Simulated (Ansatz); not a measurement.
**[H2PO2]− (SMILES O=[PH2][O-]) at HSE06/STO-3G**

Aim: the energy change on altering one bond length of [H2PO2]− at HSE06/STO-3G, from 2 runs. 

Program for the calculation: Ansatz 0.2.0.

5 further runs of the same task are left out: 4 that didn't finish, 1 set aside as unsound or not needed.

### Step 1. The system as given

[H2PO2]−: 5 atoms, total charge -1, spin state singlet. SMILES: `O=[PH2][O-]`. The coordinates come from a GFN2-xTB relaxation.

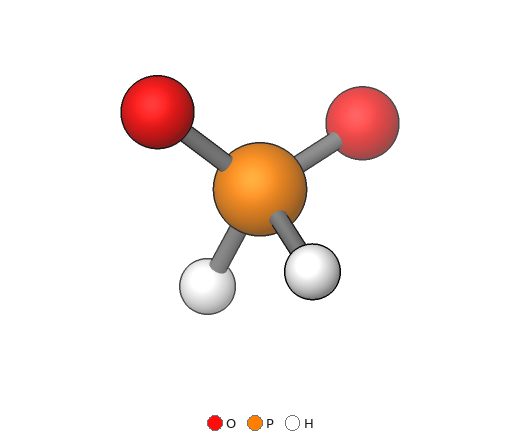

Viewed from a chosen angle; oxygen red, phosphorus orange, hydrogen white.

### Step 2. The energy at HSE06/STO-3G

File job.yaml:

```yaml
crystal:
  periodic: [false, false, false]
  atoms:
    - {symbol: O, position_ang: [-0.569750, 0.418060, 1.344900]}
    - {symbol: P, position_ang: [0.023990, -0.029410, 0.067110]}
    - {symbol: O, position_ang: [1.087130, -1.056140, 0.105400]}
    - {symbol: H, position_ang: [-0.993470, -0.417790, -0.831230]}
    - {symbol: H, position_ang: [0.452100, 1.085290, -0.686190]}
basis:
  gaussian:
    orbitals: STO-3G
total_charge: -1
hamiltonian:
  xc: hse06
accuracy: high
```

Started as:

```bash
$ ansatz run job.yaml --threads 1 --pin off --max-ram 2610MiB --events-out events.jsonl --progress --plain --runs-dir runs
```

Standard output:

```text
Warning: RAYON_NUM_THREADS=1 ignored (pool sized by the plan → 1); use --threads N
Functional definition: HSE06
  name "HSE06"
  parameter a = 0.25
  parameter omega = 0.11/bohr
  exchange = pbe_x - a*pbe_x_sr(omega) + a*exact_x_sr(omega)
  correlation = pbe_c
387 factors; integrals over basis functions are off by at most 2.4e-8 eV
52 factors; integrals over basis functions are off by at most 9.3e-10 eV
mean field evaluation 1: about -13231.3182 eV, gradient 3.9e1 eV
mean field evaluation 2: about -13225.2800 eV, gradient 6.2e1 eV
mean field evaluation 4: about -13236.6329 eV, gradient 1.1e0 eV
mean field evaluation 8: about -13236.6600 eV, gradient 3.8e-2 eV
mean field evaluation 16: about -13236.6600 eV, gradient 6.2e-8 eV
mean field -13236.66004336 eV, -486.4382844629 hartree, gradient 6.4e-8 eV, S^2 0.000000; 0 other end points of the search recorded, 0 dependent functions left out
reference -13236.66004468 eV, -486.4382845117 hartree; 17, 17 occupied and 4, 4 virtual orbitals, 387 factors
Total energy: -13236.66004468 eV, -486.4382845117 hartree
```

Run time: 1.5 s. Hardware: 1 thread of Arm Neoverse V1, shared host; peak memory 0.097 GiB.

### Step 3. The distorted shape

File input.yaml:

```yaml
crystal:
  periodic: [false, false, false]
  atoms:
    - symbol: O
      position_ang: [-0.718172, 0.529918, 1.664321]
    - symbol: P
      position_ang: [0.023990, -0.029410, 0.067110]
    - symbol: O
      position_ang: [1.087130, -1.056140, 0.105400]
    - symbol: H
      position_ang: [-0.993470, -0.417790, -0.831230]
    - symbol: H
      position_ang: [0.452100, 1.085290, -0.686190]
basis:
  gaussian: {orbitals: STO-3G}
total_charge: -1
hamiltonian: {xc: {name: HSE06}}
accuracy: high
```

Started as:

```bash
$ ansatz run input.yaml --threads 1 --pin off --max-ram 2610MiB --events-out events.jsonl --progress --plain --runs-dir runs
```

Standard output, cut to the lines that bear on the results:

```text
Warning: RAYON_NUM_THREADS=1 ignored (pool sized by the plan → 1); use --threads N
[... 6 set-up lines as earlier in the session ...]
386 factors; integrals over basis functions are off by at most 2.5e-8 eV
54 factors; integrals over basis functions are off by at most 6.4e-10 eV
mean field evaluation 1: about -13229.1602 eV, gradient 4.3e1 eV
mean field evaluation 2: about -13128.7577 eV, gradient 1.8e2 eV
mean field evaluation 4: about -13235.4619 eV, gradient 1.5e1 eV
mean field evaluation 8: about -13236.3458 eV, gradient 1.3e-1 eV
mean field evaluation 16: about -13236.3459 eV, gradient 3.5e-7 eV
mean field -13236.34585316 eV, -486.4267381862 hartree, gradient 2.5e-8 eV, S^2 0.000000; 0 other end points of the search recorded, 0 dependent functions left out
reference -13236.34585450 eV, -486.4267382354 hartree; 17, 17 occupied and 4, 4 virtual orbitals, 386 factors
Total energy: -13236.34585450 eV, -486.4267382354 hartree
```

Wall time 1.4 s (1 thread of Arm Neoverse V1, shared host); peak memory 0.097 GiB.

### Step 4. Outcome

Level: HSE06/STO-3G.

| quantity | value |
| --- | --- |
| first shape: total energy | -486.43828 Eh |
| distorted shape: total energy | -486.42674 Eh |
| energy change with the O1–P2 bond stretched from 1.478 to 1.848 Å | 0.314 eV |

**Reading.** With the O1–P2 bond stretched from 1.478 to 1.848 Å the energy rises by 0.31 eV (30.3 kJ/mol). The first shape isn't relaxed at this level, so the change isn't measured from a minimum. The minimal basis adds a large error of its own.
